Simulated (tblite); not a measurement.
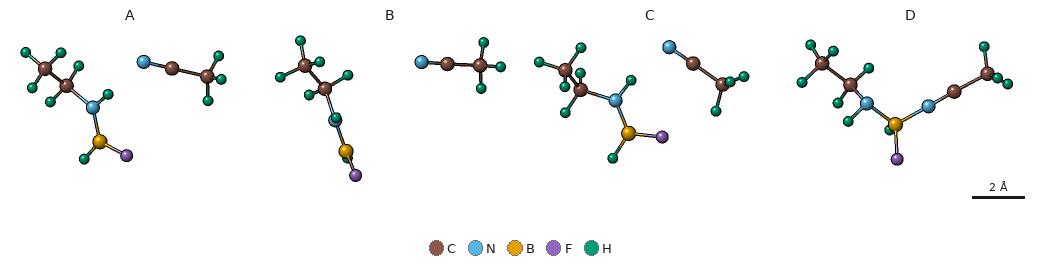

4 geometries from one relaxation of C4H10BFN2, in shuffled order. The picture is a ball-and-stick view, seen face on.

Method: tblite 0.8.0, GFN2-xTB geometry optimisation, gas phase. 

Put them in the order of the run, from the start to the converged end.

Answer. D, B, A, C. They are steps 0, 88, 187, 286, at +32.8 kcal/mol, +6.07 kcal/mol, +1.89 kcal/mol relative to the last. After 286 geometry steps the energy has fallen by 32.8 kcal/mol. The atom that moves furthest after the best rigid fit is an H atom (2.60 Å). Largest moves by element: H 2.60 Å, N 2.31 Å, F 1.48 Å, C 1.13 Å, B 0.60 Å. Near-neighbour distances that change, for instance: B–N 1.488 → 3.802 Å, B–N 1.512 → 1.374 Å, B–F 1.476 → 1.347 Å, H–N 1.065 → 1.015 Å. Bonds break: B–N (1.49 → 3.80 Å). Among the angles between lasting bonds that change: B–N–C 106.7° → 128.5°, N–B–H 110.9° → 124.6°, F–B–H 104.3° → 117.7°.
